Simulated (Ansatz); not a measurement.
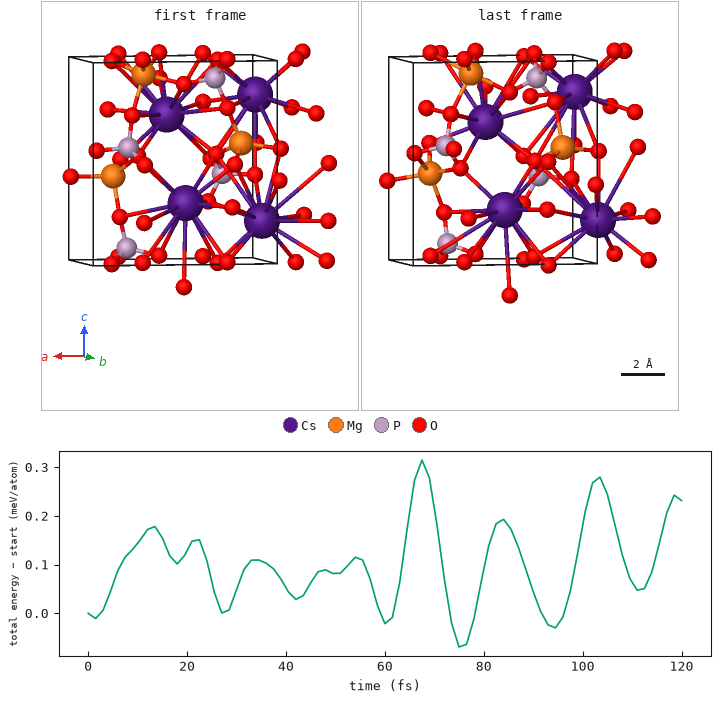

Molecular dynamics of CsMgPO4 with a Mg vacancy (27 atoms in the cell), 120 fs long. It starts from the last geometry of an earlier run, with fresh velocities. Style: ball-and-stick. Shown: the simulation cell, from a free direction. Bonds to atoms that aren't drawn are left out.

Level of theory: DFT r2SCAN, scalar-relativistic, plane waves, PAW in Ansatz. Set-up: plane-wave cutoff 500 eV; k-point mesh 1 × 2 × 1; Fermi-Dirac smearing 0.05 eV; low-accuracy preset; constant energy (NVE); velocities drawn for 910 K; time step 1.5 fs.

Check the integration.

Answer. The total energy stays between −0.069 and 0.31 meV per atom of its start. A straight-line fit has a slope that amounts to +0.059 meV per atom over 120 fs (under 0.1 % of the mean kinetic energy), its mean offset in the second half is 0.1 %, and the ripple about the line is 0.6 % of the kinetic energy's fluctuation. With a drift under 2 % and a ripple under 7 %, the integration is accurate. Over the second half the temperature averages 693 K (spread ±114 K). The potential energy in the second half lies on average 27.2 meV per atom above the first frame.

Limits of the set-up: the program's low-accuracy preset was used; the periodic images lie only 5.5 Å apart, so the values are limited by the cell's size.

The run took 20 min on 2 threads of Arm Neoverse V2, on a shared host, peak memory 1.4 GiB.
